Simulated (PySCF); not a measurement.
# C2H5Cl2Si2 (SMILES [SiH3]/[C]=C(\Cl)[SiH2]Cl) (doublet): what the fields show

The calculation's input:

```
{"job": {"kind": "epr", "basis": "pcH-1"}, "charge": 0, "multiplicity": 2}
Si    -2.364718    -0.178065    -0.616595
C     -0.615624     0.058403    -0.107352
C      0.462671     0.457326     0.439023
Cl     0.531455     1.753312     1.717737
Si     2.246667    -0.153886     0.131793
Cl     2.832181    -1.172947     1.755637
H     -3.289152     0.563819     0.250592
H     -2.653485    -1.610577    -0.530976
H     -2.461188     0.308340    -1.993809
H      2.225779    -1.043503    -1.023822
H      3.090838     1.020449    -0.048194
```

Run with:

```sh
OMP_NUM_THREADS=1 python probes_run.py task.json out
```

Geometry: GFN2-xTB.

The calculation used UKS B3LYP, pcH-1 on C Cl H Si, non-relativistic, mean-field spin-orbit, GIAO (PySCF).

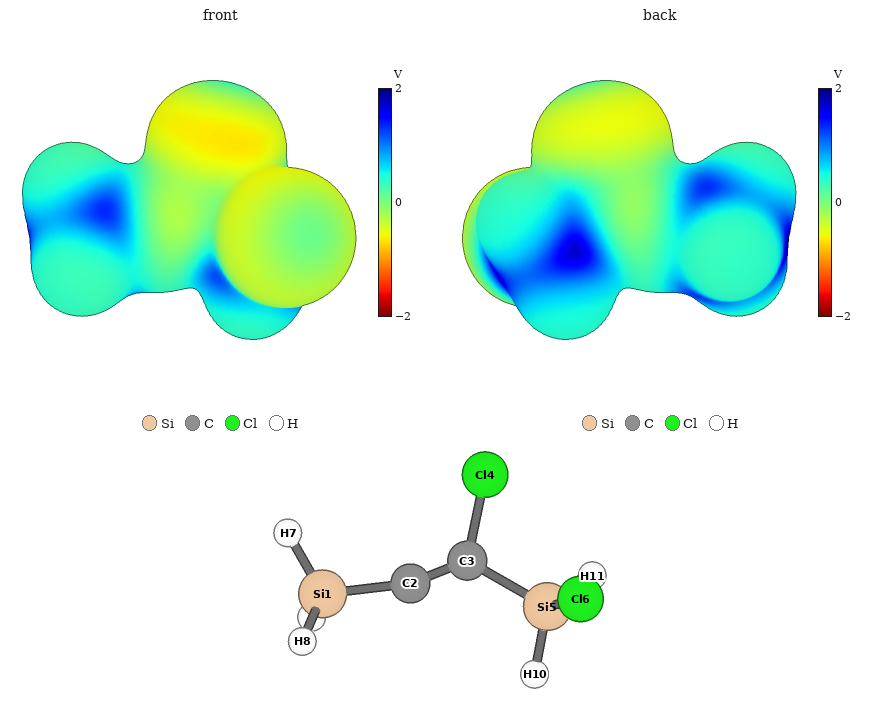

Figure 1. The molecular electrostatic potential painted on the density surface at 0.002 e/bohr³, seen from the front and from behind; red is negative and blue positive. The bare structure is drawn below in the same view.

> Describe the electrostatic potential map.

The most negative region (about −0.7 V) lies over Cl4, the most positive (about +1.7 V) over Si1 and Si5. Cl4 shows a σ-hole: about +0.3 V at the tip opposite its bond, against about −0.4 V on its flanks.

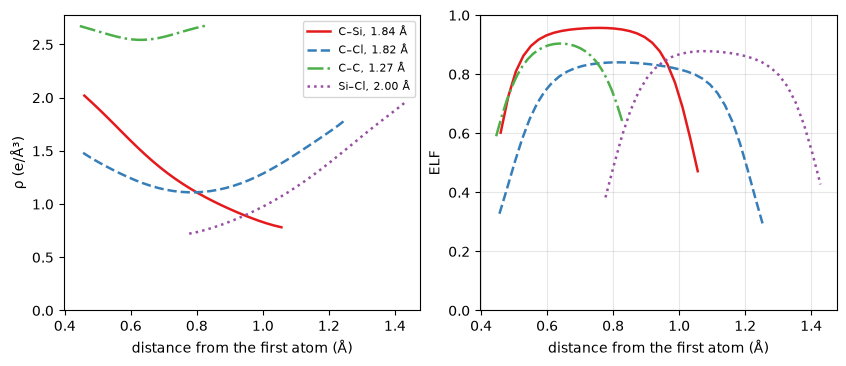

Figure 2. Total electron density and ELF along straight lines between neighbouring atoms. The curves leave out the atomic cores.

> What kind of bonding do the profiles show?

C–Si (1.84 Å): the density is about 0.93 e/Å³ at the midpoint; the ELF peaks at about 0.95 between the atoms, as expected for localised, covalent bonding.
C–Cl (1.82 Å): the density is about 1.2 e/Å³ at the midpoint; the ELF peaks at about 0.85 between the atoms, as expected for a shared electron pair.
C–C (1.27 Å): ρ is about 2.5 e/Å³ halfway; the ELF peaks at about 0.90 between the atoms; a multiple bond.
Si–Cl (2.00 Å): the density is about 0.98 e/Å³ at the midpoint; the ELF peaks at about 0.90 between the atoms, as expected for a shared but strongly polarised pair.
